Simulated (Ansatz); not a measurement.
Consider CsFeF3 (cubic perovskite) (Pm-3m).

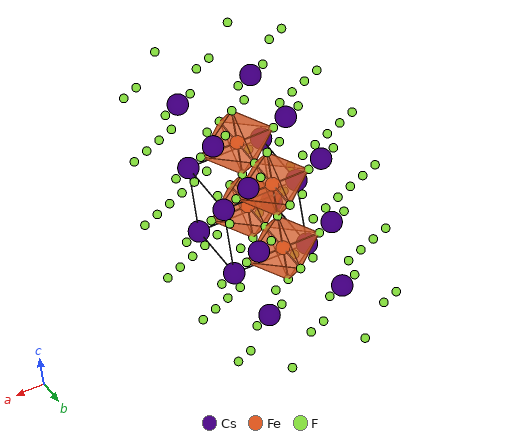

The structure (caesium purple, iron orange, fluorine green). 1×2×2 cells are drawn. Some periodic images of atoms are drawn too.

The structure was built from a prototype and need not be the compound's stable phase.

```
Cs Fe F
1.0
     0.00000   -4.03012    0.00000
     0.00000    0.00000    4.03012
    -4.03012    0.00000    0.00000
Cs Fe F
1 1 3
Cartesian
  0.0000 0.0000 0.0000
  -2.0151 -2.0151 2.0151
  0.0000 -2.0151 2.0151
  -2.0151 -2.0151 0.0000
  -2.0151 0.0000 2.0151
```

The structure was relaxed with LDA. The structure type comes from a generator and need not be one that this composition takes. The structure was generated from a model, not taken from a measurement. The runs that relaxed it are not among those shown. The program's search for lower electronic states was switched off, so nothing shows that the state found is the lowest. Spin-orbit coupling is left out unless a run names it. PAW set soft_2, made with PBE.

A constrained-RPA run (Ansatz 0.2.0; non-magnetic LDA; Fe d, bands v3 to c2, 4×4×4 mesh, medium accuracy) builds 5 functions on bands 2.6 eV wide, with 6.0 electrons in the window. The bare on-site interaction is 21.6 eV and the bare J 0.73 eV.

**Question.** Estimate U, U′ and J.

On the Fe d shell, U = 6.82 eV (32 % of the bare value), U′ = 5.63 eV, J = 0.60 eV.

The parent state is non-magnetic and the interaction static (zero frequency); U depends on the window and the orbitals, so it belongs to this model alone.

[Paths, hosts, dates, memory and timing lines, banners, echoed tables and standing remarks are left out of the program output.]

[Logs are printed without paths, hosts, clocks, repeated set-up lines and the standing remarks that a program may print on its own settings, such as how far it seeks lower states.]

[Runs of the session that timed out or met a known fault of the program may be left out.]

[Hosts, paths, dates, database ids (printed as entryN), source tags and the programs' standing remarks are cut or masked in the printed files.]
